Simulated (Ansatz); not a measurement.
# The cluster CuBr₂: the relaxed shape and its frontier levels

Aim: characterise the cluster CuBr₂ as a doublet: its structure, frontier levels and distribution of charge and spin.

Method: UKS PBE0-D4/def2-TZVP; program: Ansatz 0.2.0, Gaussian basis.

Plan: relaxation at PBE-D4/def2-TZVP; a search for the lowest solution at PBE0-D4/def2-SVP; a single point at PBE0-D4/def2-TZVP.

1 further run of the same task is left out (it didn't finish). Runs told in other sessions of the task aren't counted.

### Step 1. Starting geometry

3 atoms, charge 0, spin multiplicity 2.

Atoms are counted from 1 here; the program's logs count them from 0.

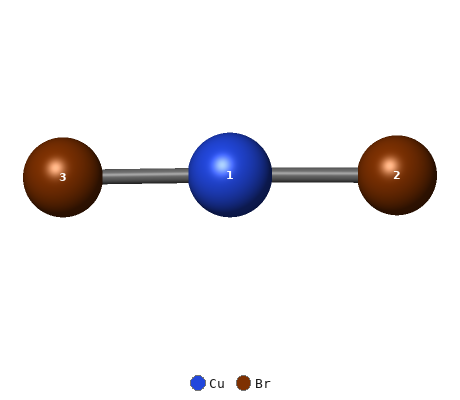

The starting geometry (copper blue, bromine brown); atoms are numbered from 1 in the order of the file.

No spin-orbit coupling is included.

The start is a GFN1-xTB geometry.

### Step 2. Relaxation at PBE-D4/def2-TZVP

Input file in.yaml:

```yaml
crystal:
  periodic: [false, false, false]
  atoms:
    - {symbol: Cu, position_ang: [-0.007640, 0.002690, 0.009060]}
    - {symbol: Br, position_ang: [-1.249060, 1.246730, -1.351700]}
    - {symbol: Br, position_ang: [1.256690, -1.249410, 1.342640]}
basis:
  gaussian: {orbitals: def2-TZVP}
magnetization: {spin_polarized: true, initial_magnetization: 1}
hamiltonian: {xc: pbe, dispersion: d4}
scf: {lower_state_search: "off"}
output: {orbitals: {seedname: orbitals}}
relax: {f_tol: 0.02, max_steps: 100}
```

On the command line:

```console
$ ansatz run in.yaml --threads 4 --pin off --events-out ev --progress --plain --max-ram 3916MiB
```

What it wrote, shortened:

```text
Functional definition: PBE
  name "PBE"
  cite "Perdew, Burke & Ernzerhof, Phys. Rev. Lett. 77, 3865 (1996) doi:10.1103/PhysRevLett.77.3865"
  parent pbe
[...]
1205 factors; their error is unknown
[...]
mean field -184708.26429888 eV, -6787.9035132255 hartree, gradient 7.7e-6 eV, S^2 0.751604; 0 other end points of the search recorded, 0 dependent functions left out
[...]
reference -184708.26433589 eV, -6787.9035145855 hartree; 50, 49 occupied and 91, 92 virtual orbitals, 1205 factors
relax step   1: F+E_penalty+E_count = -184708.34765163 eV  Δ(F+E_penalty+E_count) = +0.000e0 eV  max|allowed force component| = 3.620e-2 eV/Å  Δτ_max = 0.0000 Å  (114 SCF iters, accepted)
[...]
relax step   2: F+E_penalty+E_count = -184708.34790827 eV  Δ(F+E_penalty+E_count) = -2.566e-4 eV  max|allowed force component| = 1.306e-2 eV/Å  Δτ_max = 0.0035 Å  (25 SCF iters, accepted)
Total energy: -184708.34794528 eV, -6787.9065871740 hartree
Atom 0 at    -0.006006     0.002063     0.007307 Å, force     0.007424    -0.003832    -0.004444 eV/Å
Atom 1 at    -1.248113     1.245287    -1.348928 Å, force     0.005637    -0.007392     0.012258 eV/Å
Atom 2 at     1.254110    -1.247340     1.341621 Å, force    -0.013060     0.011224    -0.007814 eV/Å
Dipole moment:    -0.002825     0.000995     0.003356 e Å
Checks for a lower state left out: stability, starts, cluster_reference, orbital_swaps, neighbouring_geometries, increment
```

Wall time 14 s (4 threads of Arm Neoverse V2, shared host).

The steps of the relaxation:

| step | energy from step 1 (eV) | largest force component (eV/Å) |
| --- | --- | --- |
| 1 | 0.0000 | 0.0362 |
| 2 | -0.0003 | 0.0131 |

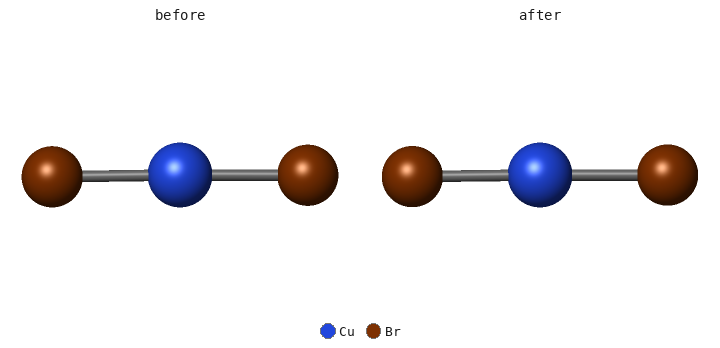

Before and after, at one scale.

Distances of close pairs at the start and the end, largest changes first:

| bond | before (Å) | after (Å) | change (Å) |
| --- | --- | --- | --- |
| Cu1–Br3 | 2.224 | 2.220 | -0.003 |
| Cu1–Br2 | 2.223 | 2.220 | -0.003 |

Bonds by kind at the end (by distance):

| bond | count | shortest (Å) | longest (Å) |
| --- | --- | --- | --- |
| Br–Cu | 2 | 2.220 | 2.220 |

### Step 3. Searching for the lowest solution, PBE0-D4/def2-SVP

start.molden holds the orbitals of an earlier run on this state, given as this run's starting guess.

Input file in.yaml:

```yaml
crystal:
  periodic: [false, false, false]
  atoms:
    - {symbol: Cu, position_ang: [-0.006006, 0.002063, 0.007307]}
    - {symbol: Br, position_ang: [-1.248113, 1.245287, -1.348928]}
    - {symbol: Br, position_ang: [1.254110, -1.247340, 1.341621]}
basis:
  gaussian: {orbitals: def2-SVP, initial_orbitals: start.molden}
magnetization: {spin_polarized: true, initial_magnetization: 1}
hamiltonian: {xc: pbe0, dispersion: d4}
output: {orbitals: {seedname: orbitals}}
```

Launched as before.

What it wrote, shortened:

```text
Functional definition: PBE0
  name "PBE0"
  cite "Adamo & Barone, J. Chem. Phys. 110, 6158 (1999) doi:10.1063/1.478522"
  cite "Perdew, Burke & Ernzerhof, Phys. Rev. Lett. 77, 3865 (1996) doi:10.1103/PhysRevLett.77.3865"
  parent pbe
[...]
952 factors; integrals over basis functions are off by at most 9.5e-4 eV
[...]
mean field -184689.16285063 eV, -6787.2015479497 hartree, gradient 3.5e-6 eV, S^2 0.753916; 7 other end points of the search recorded, 0 dependent functions left out
reference -184689.16289556 eV, -6787.2015496008 hartree; 50, 49 occupied and 45, 46 virtual orbitals, 952 factors
Total energy: -184689.23520209 eV, -6787.2042068169 hartree
```

It took 27 s on 4 threads of Arm Neoverse V2, shared host; peak memory 0.6 GiB.

From the report: HOMO -8.15 eV, LUMO -6.02 eV (over both spins); ⟨S²⟩ 0.754 (pure: 0.75).

### Step 4. Single point, PBE0-D4/def2-TZVP

in.yaml, as its differences from that of step 3:

```diff
@@ -7,5 +7,6 @@
 basis:
-  gaussian: {orbitals: def2-SVP, initial_orbitals: start.molden}
+  gaussian: {orbitals: def2-TZVP, initial_orbitals: start.molden}
 magnetization: {spin_polarized: true, initial_magnetization: 1}
 hamiltonian: {xc: pbe0, dispersion: d4}
+scf: {omitted_lower_state_checks: [starts]}
 output: {orbitals: {seedname: orbitals}}
```

Launched as before.

What it wrote, shortened:

```text
Functional definition: PBE0
  name "PBE0"
  cite "Adamo & Barone, J. Chem. Phys. 110, 6158 (1999) doi:10.1063/1.478522"
  cite "Perdew, Burke & Ernzerhof, Phys. Rev. Lett. 77, 3865 (1996) doi:10.1103/PhysRevLett.77.3865"
  parent pbe
[...]
1121 factors; integrals over basis functions are off by at most 8.4e-4 eV
[...]
mean field -184712.71894587 eV, -6788.0672184828 hartree, gradient 3.0e-6 eV, S^2 0.756196; 0 other end points of the search recorded, 0 dependent functions left out
reference -184712.71897316 eV, -6788.0672194860 hartree; 50, 49 occupied and 91, 92 virtual orbitals, 1121 factors
Total energy: -184712.79127969 eV, -6788.0698767020 hartree
Checks for a lower state left out: starts
```

It took 12 s on 4 threads of Arm Neoverse V2, shared host; peak memory 0.79 GiB.

From the report: HOMO -8.32 eV, LUMO -6.12 eV (over both spins); ⟨S²⟩ 0.756 (pure: 0.75).

Mulliken charges, from this run's orbitals:

| atom | value (e) |
| --- | --- |
| Cu1 | 0.41 |
| Br2 | -0.20 |
| Br3 | -0.20 |

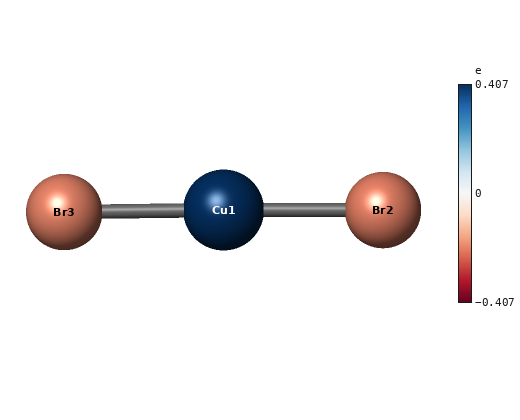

Mulliken charges, from this run's orbitals, as colours on the atoms.

Mulliken spin populations:

| atom | value (e) |
| --- | --- |
| Cu1 | 0.38 |
| Br2 | 0.31 |
| Br3 | 0.31 |

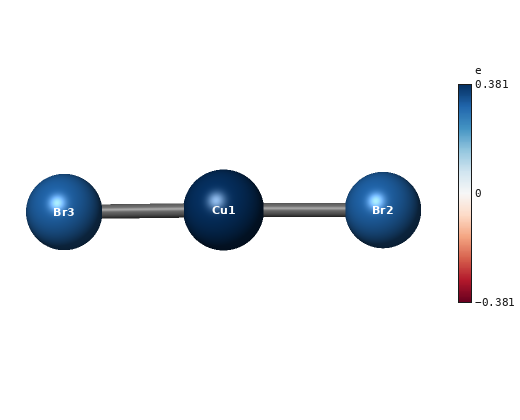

Mulliken spin populations, as colours on the atoms.

Largest Mayer bond orders: Cu1–Br2 1.08; Cu1–Br3 1.08; Br2–Br3 0.18.

### Step 5. Results

| quantity | value |
| --- | --- |
| point group | D∞h |
| near neighbours of the metal | Br 2.22, Br 2.22 Å |
| HOMO, LUMO at PBE0-D4/def2-TZVP (over both spins) | -8.32, -6.12 eV |
| ⟨S²⟩ | 0.756 |
| charge on the metal (Mulliken, PBE0-D4/def2-TZVP) | +0.41 e |
| spin on the metal (Mulliken) | 0.38 |
| dipole at PBE-D4/def2-TZVP | 0.02 D |

**Reading.** The molecule keeps its bonding pattern by the stored test; the atoms moved 0.00 Å (rms). Of 1 unpaired electron, 0.38 sit on the metal by Mulliken's count: the rest is spread on the ligands. No usable vibrations, so a minimum isn't proven. Whether this spin is the lowest isn't tested here.
